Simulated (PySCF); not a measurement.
In(H)(F)(OH), H2FInO, SMILES [InH]([F])[OH] at its B3LYP/def2-SVP optimised geometry (Å):

```
5

In    -0.5376    -0.5309     0.0000
H     -1.4354    -1.9736     0.0011
F      1.4354    -0.5309     0.0000
O     -1.1618     1.3644     0.0000
H     -0.4083     1.9736    -0.0037
```

Method: PySCF with B3LYP/def2-TZVP, def2 effective core potentials past Kr. The core electrons that the potentials of In replace are not part of the density. Cells within 0.4 Å of a nucleus heavier than hydrogen are left out (blank, or x).

Map of the log10 of the electron density (e/bohr³), floored at −4 on the plane z = 0.0 Å:

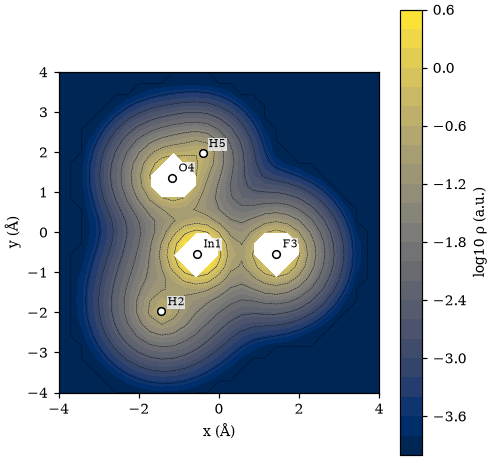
Fig. 1. Log10 of the electron density (e/bohr³), floored at −4 on the plane z = 0.0 Å.
